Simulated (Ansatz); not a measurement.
## Errors in the atomisation enthalpy at 298 K

10 molecules with halogens; the atomisation enthalpy at 298 K in kJ/mol, computed less measured. Shapes, held fixed at every level: PBE0-D4/def2-TZVP. Thermal terms are harmonic and unscaled (PBE0-D4/def2-TZVP); the spin-orbit lowering of the free atoms is taken from their spectra. Programs: Ansatz 0.2.0. Measured values: Active Thermochemical Tables, CRC Handbook of Chemistry and Physics, NIST-JANAF tables.

Levels: A = HF/def2-TZVPP; B = MP2/def2-SVP; C = CCSD(T)/def2-SVP.

| molecule | from tabulated heats | A | B | C |
| --- | --- | --- | --- | --- |
| BiCl3 (SMILES [Cl][Bi]([Cl])[Cl]) | 837 | -327 | -83 | -116 |
| CH2ClF (chlorofluoromethane) | 1617 | -497 | -73 | -106 |
| CH2I2 (diiodomethane) | 1247 | -450 | -89 | -111 |
| CHBrCl2 (SMILES ClC(Cl)Br) | 1341 | -512 | -85 | -135 |
| GeCl4 (germanium tetrachloride) | 1353 | -398 | -61 | -129 |
| SClO2F (sulfuryl chloride fluoride) | 1533 | -859 | -279 | -406 |
| C2ClF3 (chlorotrifluoroethylene) | 2299 | -858 | -23 | -144 |
| C2F3N (cyanotrifluoromethane) | 2640 | -1003 | +3 | -140 |
| C2HCl5 (pentachloroethane) | 2400 | -909 | -90 | -198 |
| Si(SiF3)F3 (hexafluorodisilane) | 3760 | -1010 | -240 | -441 |

**Question.** Which level does best on this set, which worst, and which err to one side?

**Answer.** 
```tsv
level	kind	mean error	mean absolute error	worst case
HF/def2-TZVPP	Hartree–Fock	-682.3	682.3	Si(SiF3)F3
MP2/def2-SVP	perturbation theory	-102.0	102.6	SClO2F
CCSD(T)/def2-SVP	coupled cluster or CI	-192.6	192.6	Si(SiF3)F3
```

On this set MP2/def2-SVP has the smallest mean absolute error and HF/def2-TZVPP the largest. HF/def2-TZVPP is too low in 10 of 10; MP2/def2-SVP is too low in 9 of 10; CCSD(T)/def2-SVP is too low in 10 of 10. The heats of BiCl3, GeCl4, C2ClF3, C2F3N, Si(SiF3)F3 come from older tables and can be uncertain by 10 kJ/mol or more. The molecules' own spin-orbit binding is left out, so errors for heavy halides read too negative. The tabulated values of CH2I2, SClO2F, C2HCl5 are in doubt (older tables, estimates, or at odds with other calculations) and kept here. Over the 7 molecules whose values aren't doubted the mean absolute errors are A 657.9; B 81.1; C 173.0. For HF/def2-TZVPP the error grows with the size of the molecule. Hartree–Fock lacks correlation and underbinds. Correlated wave functions converge slowly with the basis. For atoms past krypton def2 sets carry core potentials with scalar relativity. Relativity is left out for Br, Ge. Outer-core shells of Bi, Br, Ge, I are correlated in most correlated rows, in sets that cover them unevenly. The set is small.

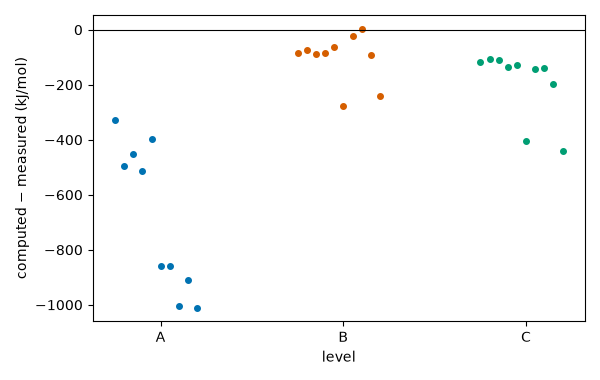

Errors of each level, one point a molecule.
